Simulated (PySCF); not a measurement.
# BH2 (boron dihydride) at UPBE0/cc-pVDZ

What is the vertical doublet–quartet gap of BH2 (boron dihydride) at UPBE0/cc-pVDZ? Input form: a Python script.

Program for the calculation: PySCF 2.14.0.

7 further runs of the same task are left out: 7 set aside as unsound or not needed.

## 1. The structure to begin with

BH2 has 3 atoms, charge 0, and is taken as a doublet. SMILES: `[BH2]`. The shape is that of a GFN2-xTB optimisation.

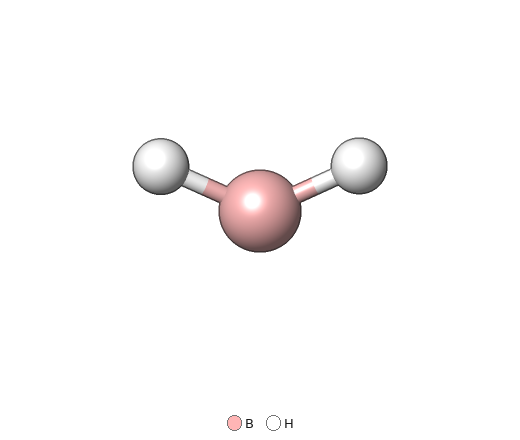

Viewed from a chosen angle; boron pink, hydrogen white.

## 2. The energy at UPBE0/cc-pVDZ

job.py reads:

```python
from pyscf import gto, dft

mol = gto.M(
    atom=[
    ('B', (0.262840, -0.166230, 0.128640)),
    ('H', (0.280020, 0.985320, 0.260980)),
    ('H', (-0.542860, -0.819090, -0.389630)),
],
    spin=1,
    verbose=3,
    charge=0,
    basis='cc-pvdz',
    max_memory=1860,
)

mf = dft.UKS(mol, xc='pbe0')
mf.grids.level = 5
mf.conv_tol = 1e-10
mf.kernel()
if not mf.converged:
    mf = mf.newton().run(mf.mo_coeff, mf.mo_occ)

e_tot = mf.e_tot
print(f'total energy: {e_tot:.8f} hartree')
```

The run is started by

```bash
$ OMP_NUM_THREADS=1 python job.py
```

Output:

```text
WARN: HOMO -0.150195420587905 >= LUMO -0.150195420587904

converged SCF energy = -25.8843265826293  <S^2> = 0.75161446  2S+1 = 2.0016138
total energy: -25.88432658 hartree
```

Run time: 3.6 s. Hardware: 1 thread of Arm Neoverse N1, shared host; peak memory 0.19 GiB.

## 3. The quartet

run.py reads:

```python
from pyscf import gto, dft

molecule = gto.M(
    atom='B 0.262840 -0.166230 0.128640; H 0.280020 0.985320 0.260980; H -0.542860 -0.819090 -0.389630',
    spin=3,
    basis='cc-pvdz',
    verbose=3,
    max_memory=1860,
)

calc0 = dft.UKS(molecule, xc='pbe0')
calc0.conv_tol = 1e-10
calc0.grids.level = 5
calc0.kernel()
if not calc0.converged:
    calc0 = calc0.newton().run(calc0.mo_coeff, calc0.mo_occ)

energy = calc0.e_tot
print('E = %.10f Eh' % energy)
```

The run is started by

```bash
$ OMP_NUM_THREADS=1 python run.py
```

Output:

```text
WARN: HOMO -0.112429113106709 >= LUMO -0.395340655608531

WARN: HOMO -0.20166572556804 >= LUMO -0.308726309951038

WARN: HOMO -0.200566996697998 >= LUMO -0.291150665711721

WARN: HOMO -0.198014838837739 >= LUMO -0.288055974146291

WARN: HOMO -0.199088534017354 >= LUMO -0.288972648777526

WARN: HOMO -0.198878714827996 >= LUMO -0.288695973396012

WARN: HOMO -0.198909222351005 >= LUMO -0.288712706049041

WARN: HOMO -0.198909111969873 >= LUMO -0.288709973793333

WARN: HOMO -0.198908829006938 >= LUMO -0.288709208797

WARN: HOMO -0.198908732298964 >= LUMO -0.288709024983665

WARN: HOMO -0.198908745069218 >= LUMO -0.288709039325586

converged SCF energy = -25.6906637115231  <S^2> = 3.7516137  2S+1 = 4.0008067
E = -25.6906637115 Eh
```

It took 3.9 s on 1 thread of Arm Neoverse N1, shared host; peak memory 0.19 GiB.

## 4. Results

At UPBE0/cc-pVDZ:

| quantity | value |
| --- | --- |
| doublet: total energy | -25.88433 Eh |
| doublet: dipole moment | 0.50 D |
| doublet: HOMO energy (highest over α and β) | -6.11 eV |
| doublet: LUMO energy (lowest over α and β) | -2.22 eV |
| doublet: ⟨S²⟩ | 0.752 |
| quartet: total energy | -25.69066 Eh |
| quartet: dipole moment | 1.35 D |
| quartet: HOMO energy (highest over α and β) | -5.41 eV |
| quartet: ⟨S²⟩ | 3.752 |
| vertical energy of the quartet above the doublet | 5.270 eV |

At this shape the quartet lies 5.27 eV (508 kJ/mol) above the doublet.
